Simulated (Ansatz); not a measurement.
Input

```
crystal:
  periodic: [false, false, false]
  atoms:
    - {symbol: B, position_ang: [0.015275, -0.024200, 0.543806]}
    - {symbol: Cl, position_ang: [1.120408, 1.387662, 0.812766]}
    - {symbol: F, position_ang: [-0.266943, -0.793899, 1.575413]}
    - {symbol: Ge, position_ang: [-0.412150, 0.138958, -1.467905]}
basis:
  gaussian:
    orbitals: def2-TZVPD
total_charge: 0
magnetization:
  spin_polarized: true
  initial_magnetization: 1
hamiltonian:
  xc: {name: PBE0}
output: {forces: true, orbitals: {seedname: orbitals}}
```

Command:

```sh
ansatz run input.yaml --threads 1 --pin off --max-ram 2610MiB --events-out events.jsonl --progress --plain --runs-dir runs
```

Geometry: B3LYP-D3(BJ)/def2-SVP.

Level of theory: isolated molecule in a Gaussian basis; Kohn-Sham density functional theory, functional PBE0 in Ansatz 0.2.0.

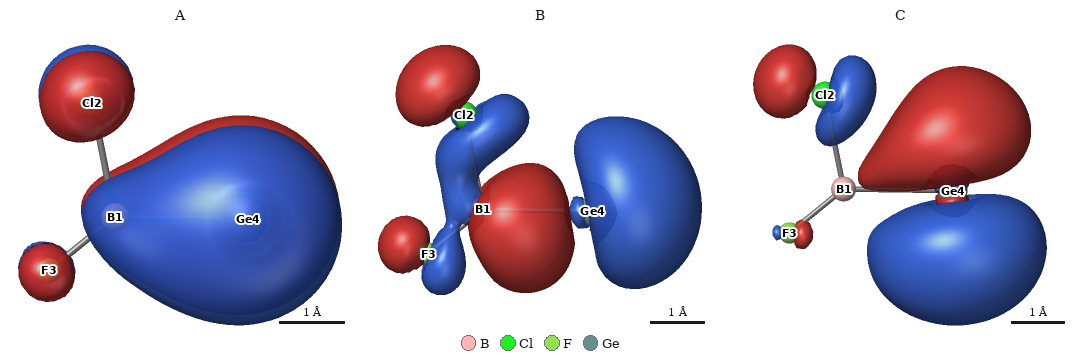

BClFGe (SMILES F[B](Cl)[Ge]) (doublet). Three frontier orbitals at ±0.08 Å⁻³ᐟ² (red and blue are the two phases), in no order.

**Which picture is the HOMO−1, the HOMO and the LUMO? All are α orbitals.**

B is the HOMO−1 (α) (−7.36 eV). It lies mainly on Ge4 (about 55 %), B1 (about 25 %) and Cl2 (about 10 %); it is symmetric in the molecular plane (an in-plane orbital: σ, lone-pair or in-plane π type). A is the HOMO (α) (−5.96 eV). It lies mainly on Ge4 (about 75 %), B1 (about 15 %) and Cl2 (about 5 %); it changes sign across the molecular plane (π type). C is the LUMO (α) (−3.22 eV). Its weight (Hirshfeld) is mainly on Ge4 (about 85 %), Cl2 (about 10 %) and B1 (about 5 %); it is symmetric in the molecular plane (an in-plane orbital: σ, lone-pair or in-plane π type).

**What is the gap between the highest occupied and lowest empty α orbitals?**

2.74 eV between the orbital energies.
